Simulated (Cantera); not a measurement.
Input: 1 mol SiHCl₃, 0.021 mol HCl, 9.5 mol H₂, at 1675 K.

Cantera equilibrium calculation (NASA polynomials, part measured and part estimated; ideal gas, pure solids and liquids). Candidate condensed phases: Si; 19 gas species. The tables' values for SiCl₃, SiCl are old estimates; treat these amounts as uncertain. Rates play no part.

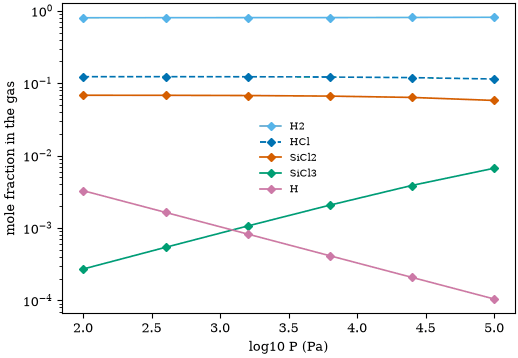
Figure: Equilibrium gas composition (values under 1e-9 drawn at 1e-9)

From 0.750 Torr to 750 Torr the condensed part is Si(s). The main Si-bearing gas is SiCl₂ throughout. The share of Si in condensed phases is highest at 750 Torr (21.3 %) and lowest at 0.750 Torr (19.8 %).
